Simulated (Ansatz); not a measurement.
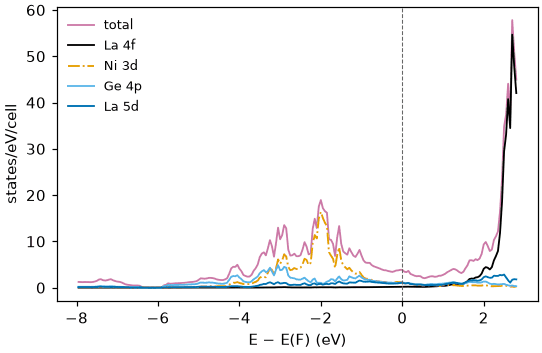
Total and projected density of states of LaNiGe₂ in space group Cmcm (No. 63; La on 4c, Ni on 4c, Ge on 4c, Ge on 4c), DFT-r²SCAN in the program Ansatz with PAW potentials

### Question
Which orbitals carry the states next to the Fermi level?

### Answer
Within 0.5 eV of the Fermi level: Ge 4p 30 %, Ni 3d 29 %, La 5d 26 %, La 4f 5 %. Projections are on Löwdin-orthogonalised atomic valence shells; empty p or d shells of many metals are not among them.

### Question
Where is the tallest occupied peak in this window, and what makes it?

### Answer
Near -2.0 eV, about 19 states/eV per cell; the largest projected share is Ni 3d.

The first step of the workflow began from a Materials Project structure, measured or hypothetical; the Crystallography Open Database copy checked does not list it. Its standing as an ambient phase is unchecked. Symmetry was held in the r²SCAN relaxation; its stability against distortions is not shown here. No spin polarisation was allowed. Scalar-relativistic: spin–orbit coupling is off unless named, which matters more the heavier the elements.

Potentials: the later of the program's two PAW sets.
